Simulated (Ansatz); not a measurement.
# F3GeH: molecular dynamics

The plan is to follow the molecule's vibrations and see whether its bonds hold. The start is relaxed first. Runs: 300 steps of 0.5 fs under a Langevin thermostat at 500 K. SMILES of the start: [F][GeH]([F])[F].

All numbers below are computed with Ansatz 0.2.0 (RKS BHLYP-D4/def2-SVP).

### Step 1. The structure to begin with

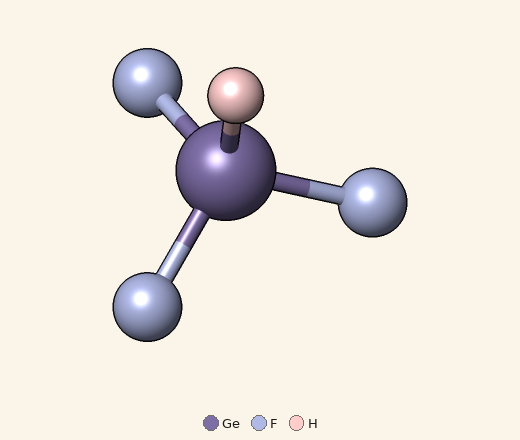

Start, viewed from a chosen angle; germanium purple, fluorine light blue, hydrogen pink.

Coordinates:

```xyz
5

Ge    0.0000    0.0000    0.0000
F     0.0000    0.0000    1.6800
H     1.4616    0.0000   -0.5162
F    -0.7913    1.3709   -0.5594
F    -0.7913   -1.3709   -0.5594
```

### Step 2. Preparing the start

Contents of input.yaml:

```yaml
crystal:
  periodic: [false, false, false]
  atoms:
    - { symbol: Ge, position_ang: [0.0, 0.0, 0.0] }
    - { symbol: F, position_ang: [0.0, 0.0, 1.68] }
    - { symbol: H, position_ang: [1.4616, 0.0, -0.5162] }
    - { symbol: F, position_ang: [-0.7913, 1.3709, -0.5594] }
    - { symbol: F, position_ang: [-0.7913, -1.3709, -0.5594] }
basis:
  gaussian: { orbitals: def2-SVP }
hamiltonian:
  xc: { name: BHLYP }
  dispersion: d4
relax:
  f_tol: 0.02
  max_steps: 40
```

On the command line:

```
ansatz run input.yaml --threads 1 --pin off --max-ram 2048MiB --backend cpu --events-out ev --progress --plain --runs-dir out
```

Standard output, shortened:

```text
Warning: RAYON_NUM_THREADS=1 ignored (pool sized by the plan → 1); use --threads N
[...]
Functional definition: BHLYP
[...]
807 factors; integrals over basis functions are off by at most 3.6e-4 eV
[...]
mean field -64670.69527329 eV, -2376.6042159219 hartree, gradient 2.7e-5 eV, S^2 0.000000; 0 other end points of the search recorded, 0 dependent functions left out
[...]
reference -64670.69539690 eV, -2376.6042204644 hartree; 30, 30 occupied and 49, 49 virtual orbitals, 807 factors
relax step   1: F+E_penalty+E_count = -64670.78450280 eV  Δ(F+E_penalty+E_count) = +0.000e0 eV  max|allowed force component| = 2.332e0 eV/Å  Δτ_max = 0.0000 Å  (26 SCF iters, accepted)
[...]
relax step   2: F+E_penalty+E_count = -64670.86513300 eV  Δ(F+E_penalty+E_count) = -8.063e-2 eV  max|allowed force component| = 5.088e-1 eV/Å  Δτ_max = 0.0524 Å  (29 SCF iters, accepted)
[...]
relax step   3: F+E_penalty+E_count = -64670.86970659 eV  Δ(F+E_penalty+E_count) = -4.574e-3 eV  max|allowed force component| = 1.768e-2 eV/Å  Δτ_max = 0.0108 Å  (31 SCF iters, accepted)
807 factors; integrals over basis functions are off by at most 3.9e-4 eV
[...]
mean field -64670.78051901 eV, -2376.6073486442 hartree, gradient 1.9e-5 eV, S^2 0.000000; 1 other end points of the search recorded, 0 dependent functions left out
[...]
reference -64670.78064079 eV, -2376.6073531195 hartree; 30, 30 occupied and 49, 49 virtual orbitals, 807 factors
Total energy: -64670.86982836 eV, -2376.6106307024 hartree
Atom 0 at     0.059696    -0.000000    -0.020731 Å, force     0.015202    -0.000000    -0.002861 eV/Å
Atom 1 at    -0.029975     0.000000     1.677731 Å, force     0.003259     0.000000     0.004552 eV/Å
Atom 2 at     1.480221     0.000000    -0.522744 Å, force    -0.017680    -0.000000     0.005989 eV/Å
Atom 3 at    -0.815471     1.360975    -0.544628 Å, force    -0.000391     0.005647    -0.003840 eV/Å
Atom 4 at    -0.815471    -1.360975    -0.544628 Å, force    -0.000391    -0.005647    -0.003840 eV/Å
Dipole moment:     0.512086    -0.000000    -0.181187 e Å
```

It took 12 s on 1 thread of Arm Neoverse V1, shared host; peak memory 0.16 GiB.

Relaxation path:

| step | energy from step 1 (eV) | largest force component (eV/Å) |
| --- | --- | --- |
| 1 | 0.0000 | 2.3319 |
| 2 | -0.0806 | 0.5088 |
| 3 | -0.0852 | 0.0177 |

Step 1 is the start.

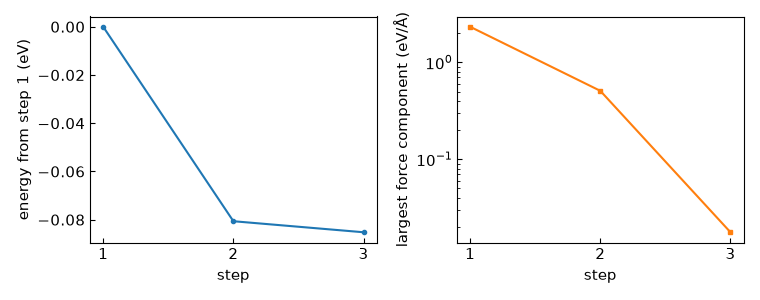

Energy and largest force along the relaxation.

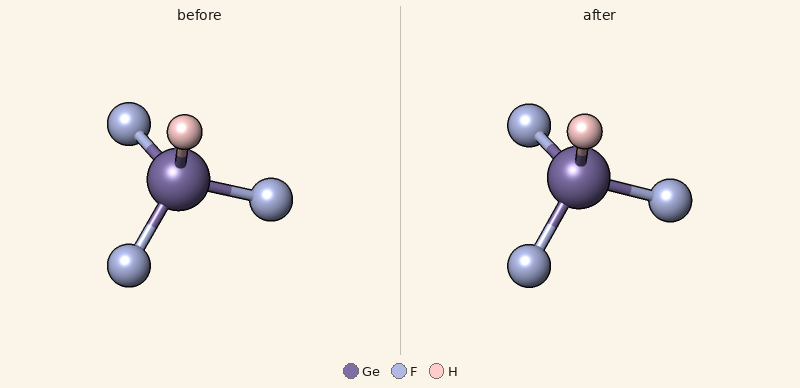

Before and after, at one scale.

After: Bond lengths: Ge1–F2 1.701 Å, Ge1–H3 1.507 Å, Ge1–F4 1.701 Å, Ge1–F5 1.701 Å. Angles: F2–Ge1–H3 112.5°, F2–Ge1–F4 106.3°, F2–Ge1–F5 106.3°, H3–Ge1–F4 112.5°, H3–Ge1–F5 112.5°, F4–Ge1–F5 106.3°.

### Step 3. The run

300 steps of 0.5 fs under a Langevin thermostat at 500 K, from the relaxed start.

Contents of input.yaml:

```yaml
crystal:
  periodic: [false, false, false]
  atoms:
    - { symbol: Ge, position_ang: [0.059696, 0.0, -0.020731] }
    - { symbol: F, position_ang: [-0.029975, 0.0, 1.677731] }
    - { symbol: H, position_ang: [1.480221, 0.0, -0.522744] }
    - { symbol: F, position_ang: [-0.815471, 1.360975, -0.544628] }
    - { symbol: F, position_ang: [-0.815471, -1.360975, -0.544628] }
basis:
  gaussian: { orbitals: def2-SVP }
hamiltonian:
  xc: { name: BHLYP }
  dispersion: d4
md:
  timestep: 0.5
  n_steps: 300
  ensemble: nvt_langevin
  temperature: 500.0
  initial_velocities: maxwell_boltzmann
  seed: 405731
  friction: 0.05
```

On the command line:

```
ansatz run input.yaml --threads 1 --pin off --max-ram 2048MiB --backend cpu --events-out ev --progress --plain --runs-dir out
```

Standard output, shortened:

```text
Warning: RAYON_NUM_THREADS=1 ignored (pool sized by the plan → 1); use --threads N
[...]
Functional definition: BHLYP
[...]
807 factors; integrals over basis functions are off by at most 3.9e-4 eV
[...]
mean field -64670.78051931 eV, -2376.6073486554 hartree, gradient 3.1e-5 eV, S^2 0.000000; 0 other end points of the search recorded, 0 dependent functions left out
[...]
reference -64670.78064109 eV, -2376.6073531306 hartree; 30, 30 occupied and 49, 49 virtual orbitals, 807 factors
md step     0: t =     0.00 fs  T =   400.0 K  F+E_penalty+E_count = -64670.86970689 eV  E_kin = 0.258520 eV  (25 SCF iters)
[...]
md step    22: t =    11.00 fs  T =   640.3 K  F+E_penalty+E_count = -64670.80965533 eV  E_kin = 0.413855 eV  (23 SCF iters, 3 dispersion substeps)
[...]
md step    44: t =    22.00 fs  T =   410.7 K  F+E_penalty+E_count = -64670.66282872 eV  E_kin = 0.265448 eV  (33 SCF iters, 3 dispersion substeps)
[...]
md step    66: t =    33.00 fs  T =   391.2 K  F+E_penalty+E_count = -64670.71078367 eV  E_kin = 0.252851 eV  (25 SCF iters, 3 dispersion substeps)
[...]
md step    86: t =    43.00 fs  T =   427.5 K  F+E_penalty+E_count = -64670.62811691 eV  E_kin = 0.276297 eV  (32 SCF iters, 3 dispersion substeps)
md step    87: t =    43.50 fs  T =   344.3 K  F+E_penalty+E_count = -64670.61275942 eV  E_kin = 0.222531 eV  (32 SCF iters, 3 dispersion substeps)
```

### Step 4. The output, continued: dynamics from the start

Output, continued, shortened:

```text
md step    88: t =    44.00 fs  T =   353.7 K  F+E_penalty+E_count = -64670.59803360 eV  E_kin = 0.228584 eV  (32 SCF iters, 3 dispersion substeps)
[...]
md step   115: t =    57.50 fs  T =   621.6 K  F+E_penalty+E_count = -64670.73741537 eV  E_kin = 0.401710 eV  (31 SCF iters, 3 dispersion substeps)
[...]
md step   142: t =    71.00 fs  T =   427.0 K  F+E_penalty+E_count = -64670.49510301 eV  E_kin = 0.275979 eV  (24 SCF iters, 3 dispersion substeps)
[...]
md step   169: t =    84.50 fs  T =   699.1 K  F+E_penalty+E_count = -64670.69780716 eV  E_kin = 0.451811 eV  (31 SCF iters, 3 dispersion substeps)
[...]
md step   194: t =    97.00 fs  T =   402.8 K  F+E_penalty+E_count = -64670.66170405 eV  E_kin = 0.260309 eV  (24 SCF iters, 3 dispersion substeps)
md step   195: t =    97.50 fs  T =   472.2 K  F+E_penalty+E_count = -64670.66666097 eV  E_kin = 0.305180 eV  (23 SCF iters, 3 dispersion substeps)
```

### Step 5. The log goes on: dynamics from the start

The log, continued, shortened:

```text
md step   196: t =    98.00 fs  T =   485.8 K  F+E_penalty+E_count = -64670.67802224 eV  E_kin = 0.313979 eV  (24 SCF iters, 3 dispersion substeps)
[...]
md step   218: t =   109.00 fs  T =   710.7 K  F+E_penalty+E_count = -64670.54196603 eV  E_kin = 0.459345 eV  (33 SCF iters, 3 dispersion substeps)
[...]
md step   240: t =   120.00 fs  T =   808.2 K  F+E_penalty+E_count = -64670.61547690 eV  E_kin = 0.522318 eV  (33 SCF iters, 3 dispersion substeps)
[...]
md step   262: t =   131.00 fs  T =   403.4 K  F+E_penalty+E_count = -64670.66057229 eV  E_kin = 0.260700 eV  (33 SCF iters, 3 dispersion substeps)
[...]
md step   299: t =   149.50 fs  T =  1029.6 K  F+E_penalty+E_count = -64670.62824318 eV  E_kin = 0.665432 eV  (26 SCF iters, 3 dispersion substeps)
[...]
md step   300: t =   150.00 fs  T =  1055.4 K  F+E_penalty+E_count = -64670.63303361 eV  E_kin = 0.682088 eV  (26 SCF iters, 3 dispersion substeps)
Total energy: -64670.63315506 eV, -2376.6019331190 hartree
Atom 0 at     0.330670     0.101636    -0.011560 Å, force     0.349687    -0.520414    -1.245316 eV/Å
Atom 1 at    -0.062046     0.057344     1.593498 Å, force    -0.075694     0.663198     2.212438 eV/Å
Atom 2 at     1.853255     0.058968    -0.254435 Å, force    -0.738419     0.172367    -0.088548 eV/Å
Atom 3 at    -0.567464     1.338757    -0.757016 Å, force     0.335847     0.188022    -0.026302 eV/Å
Atom 4 at    -0.536659    -1.304495    -0.387588 Å, force     0.128580    -0.503173    -0.852272 eV/Å
Dipole moment:     0.658696     0.116345    -0.153411 e Å
```

It took 16 min on 1 thread of Arm Neoverse V1, shared host; peak memory 0.15 GiB.

### Step 6. Frames and traces

One step in 12; energies are changes from step 0:

| time (fs) | T (K) | potential energy change (meV/atom) |
| --- | --- | --- |
| 0.0 | 400 | 0.0 |
| 6.0 | 619 | 7.8 |
| 12.0 | 554 | 15.7 |
| 18.0 | 389 | 30.1 |
| 24.0 | 416 | 41.9 |
| 30.0 | 422 | 35.4 |
| 36.0 | 415 | 32.4 |
| 42.0 | 511 | 42.8 |
| 48.0 | 302 | 51.2 |
| 54.0 | 469 | 32.5 |
| 60.0 | 620 | 28.1 |
| 66.0 | 451 | 63.1 |
| 72.0 | 524 | 73.4 |
| 78.0 | 1168 | 25.1 |
| 84.0 | 694 | 35.1 |
| 90.0 | 332 | 51.4 |
| 96.0 | 416 | 40.4 |
| 102.0 | 843 | 26.4 |
| 108.0 | 639 | 54.1 |
| 114.0 | 832 | 48.7 |
| 120.0 | 808 | 50.8 |
| 126.0 | 395 | 46.4 |
| 132.0 | 541 | 47.0 |
| 138.0 | 352 | 72.7 |
| 144.0 | 538 | 53.4 |
| 150.0 | 1055 | 47.3 |

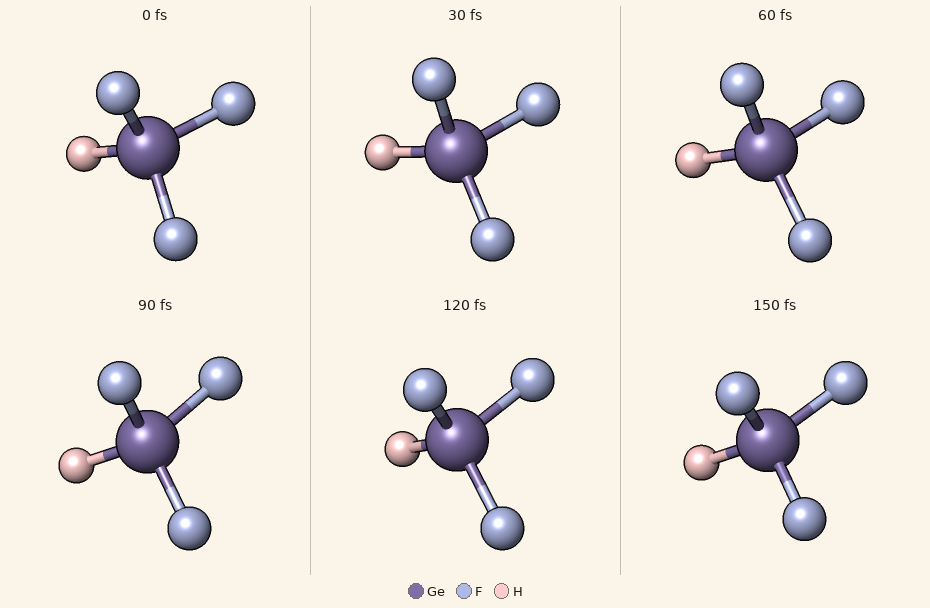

The system at six times, viewed from a free direction. Sticks join atoms within a bonding distance in each frame.

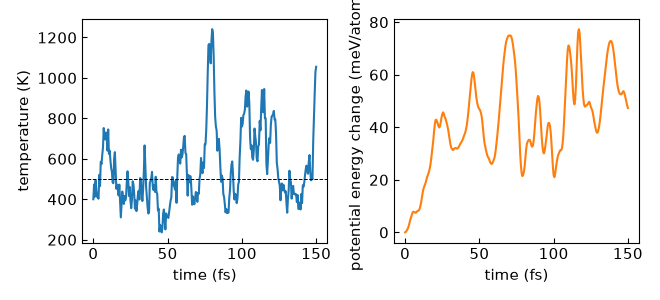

Time series of the run, each on its own scale. The dashed line is the set temperature.

### Step 7. Positions and forces

Positions (Å) and forces (eV/Å):

```xyz
5
time_fs=19.0 T=378 dE=0.1756
Ge    0.088   -0.012    0.046   -1.803   -0.469    1.337
F    -0.140   -0.028    1.798    0.361   -0.103   -1.994
H     1.470   -0.089   -0.434    0.912   -0.058   -0.005
F    -0.741    1.343   -0.529    0.054    0.658    0.100
F    -0.894   -1.217   -0.689    0.475   -0.028    0.562
5
time_fs=37.5 T=334 dE=0.1699
Ge    0.117   -0.086    0.111   -0.980    0.446   -2.505
F    -0.077    0.054    1.748   -0.309   -0.212    1.727
H     1.538   -0.292   -0.270    0.440    0.041   -0.076
F    -0.679    1.306   -0.509    0.578   -0.089    0.226
F    -0.869   -1.253   -0.668    0.272   -0.186    0.628
5
time_fs=56.0 T=382 dE=0.1426
Ge    0.115   -0.111    0.070    0.789    0.583    1.287
F    -0.081    0.146    1.780   -0.043   -0.507   -1.134
H     1.565   -0.446   -0.231   -0.164    0.291    0.030
F    -0.587    1.278   -0.585    0.095    0.502   -0.233
F    -0.828   -1.312   -0.621   -0.677   -0.869    0.049
5
time_fs=75.0 T=672 dE=0.2874
Ge    0.189   -0.079    0.087   -2.544   -0.785   -1.612
F    -0.054    0.134    1.750   -0.082   -0.331    0.091
H     1.575   -0.001   -0.354    1.175   -0.494   -0.071
F    -0.531    1.274   -0.675   -0.124   -0.109    0.270
F    -0.794   -1.425   -0.582    1.575    1.719    1.322
5
time_fs=94.0 T=527 dE=0.1558
Ge    0.244   -0.048    0.075    0.740   -0.457   -0.899
F     0.016    0.183    1.734   -0.241    0.118    0.311
H     1.739   -0.357   -0.194   -0.716    0.546    0.050
F    -0.590    1.157   -0.792    0.443    0.419    0.278
F    -0.647   -1.366   -0.504   -0.226   -0.626    0.261
5
time_fs=112.5 T=741 dE=0.2944
Ge    0.278    0.036    0.023   -0.180    1.365   -0.833
F    -0.041    0.232    1.713    0.341   -0.292   -1.063
H     1.755    0.338   -0.485   -1.056   -0.886    0.797
F    -0.548    1.303   -0.822    0.150   -0.444    0.630
F    -0.614   -1.329   -0.524    0.745    0.256    0.468
5
time_fs=131.0 T=403 dE=0.2091
Ge    0.280    0.088   -0.018   -0.183   -2.044    2.227
F    -0.082    0.134    1.726    0.601    0.415   -2.194
H     1.756   -0.066   -0.380   -0.356    0.374    0.220
F    -0.515    1.335   -0.818   -0.268    0.405   -0.108
F    -0.480   -1.421   -0.391    0.207    0.850   -0.145
5
time_fs=150.0 T=1055 dE=0.2367
Ge    0.331    0.102   -0.012    0.350   -0.520   -1.245
F    -0.062    0.057    1.593   -0.076    0.663    2.212
H     1.853    0.059   -0.254   -0.738    0.172   -0.088
F    -0.568    1.339   -0.757    0.336    0.188   -0.026
F    -0.537   -1.304   -0.388    0.129   -0.503   -0.852
```

### Step 8. What came out

| quantity | value |
| --- | --- |
| relaxation of the start | 2 moves, 0.085 eV lower |
| length | 300 steps of 0.5 fs |
| temperature, first and last step | 400 and 1055 K |
| temperature, second half | mean 632 K, from 332 to 1241 K |
| potential energy, second half | +47 meV/atom from the start |
| bonds formed or broken | 0 |

Against a set 500 K the second half averages 632 K with a spread of 217 K. In 150 fs the run doesn't reach equilibrium. No bond forms or breaks. Averages from a run of 150 fs with 5 atoms are rough. The nuclei move classically, without zero-point motion, which matters most for hydrogen.
